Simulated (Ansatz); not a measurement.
The starting structures come from a database of crystals and need not be the phases stable at ambient conditions.

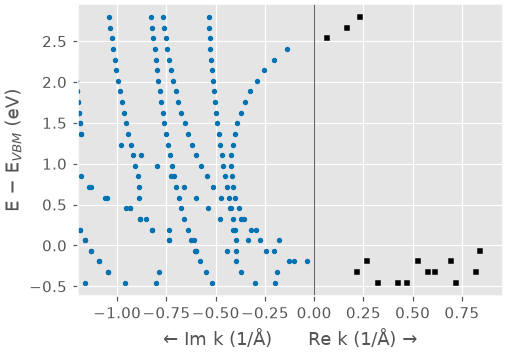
*Complex bands at the centre of the two-dimensional zone; r2SCAN run with Ansatz (a program for electronic structure)*

No gap correction and no spin-orbit coupling; mid-gap values are interpolated between computed energies.

Q: This is PbF₄ (I4/mmm, not sure to be the ambient phase, 5 atoms a cell, 15.6 Å³ an atom, -4 GPa at this level) along the normal of (110). Read off the slowest decay at the centre of the two-dimensional zone at 1.24 eV, the computed energy nearest the middle of the gap.

A: κ ≈ 0.41 1/Å, a decay length 1/(2κ) of the density of 1.2 Å.
